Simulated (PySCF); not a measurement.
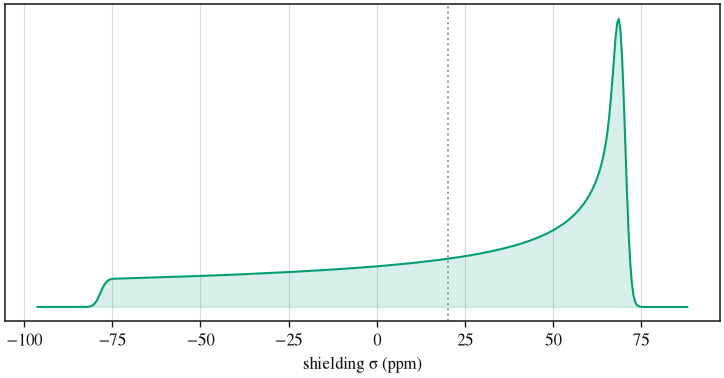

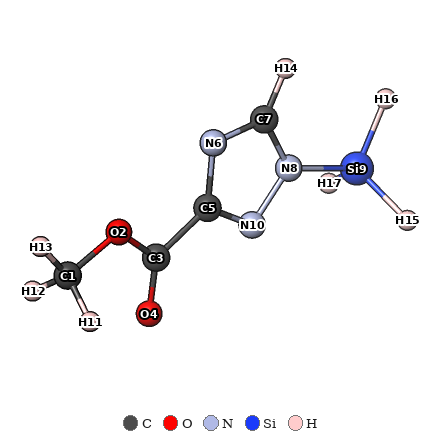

Static powder pattern (¹³C) from GIAO shielding tensors of C₄H₇N₃O₂Si, SMILES COC(=O)c1ncn([SiH3])n1, PBE0/pcSseg-1, PySCF 2.14.0, at a PBE0-D3(BJ)/def2-SVP geometry (no frequency check); absolute shielding, one fixed geometry of the isolated molecule without any motion, no dipolar terms. The dotted line is the isotropic value; skew is 3(σiso − σ22)/span.

The pattern belongs to C3. Give the principal values, span and skew.

C3: σ11, σ22, σ33 = −78, 69, 70 ppm, isotropic 20, span 149 ppm, skew −0.99.

Known limits of this run: one conformer of a flexible molecule.
